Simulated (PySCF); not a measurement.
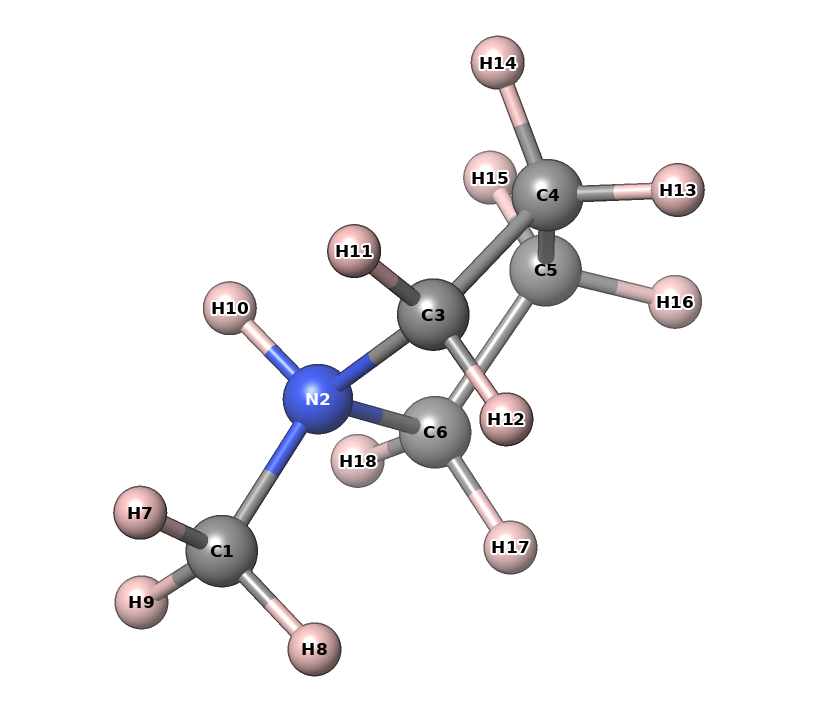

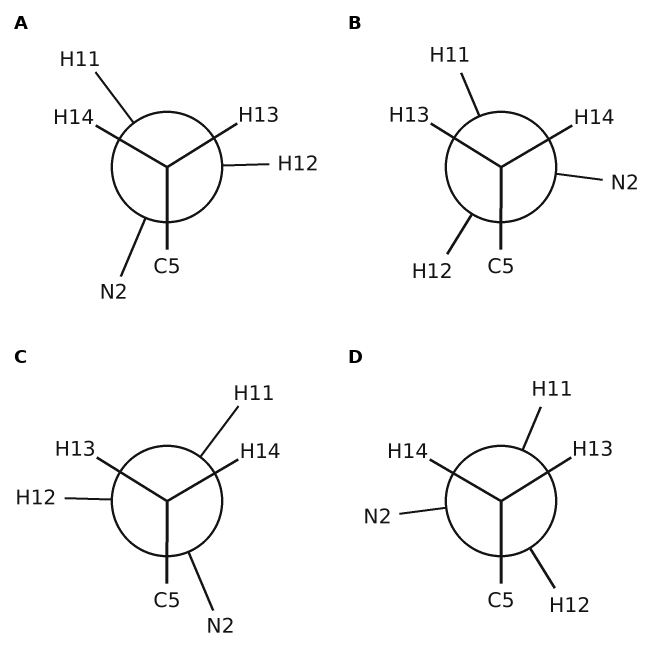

Atoms fade into the background with distance from the viewer. Bonds that would overlap in a projection are set slightly apart. State: charge +1, singlet. The computed structure is the end point of a PBE0-D3(BJ)/def2-SVP optimisation. No frequency run is at hand to confirm it as a minimum.

### Which Newman projection shows the view along C4–C3, with C4 in front?

C. The torsion angle C5–C4–C3–N2 is −23°, synperiplanar.
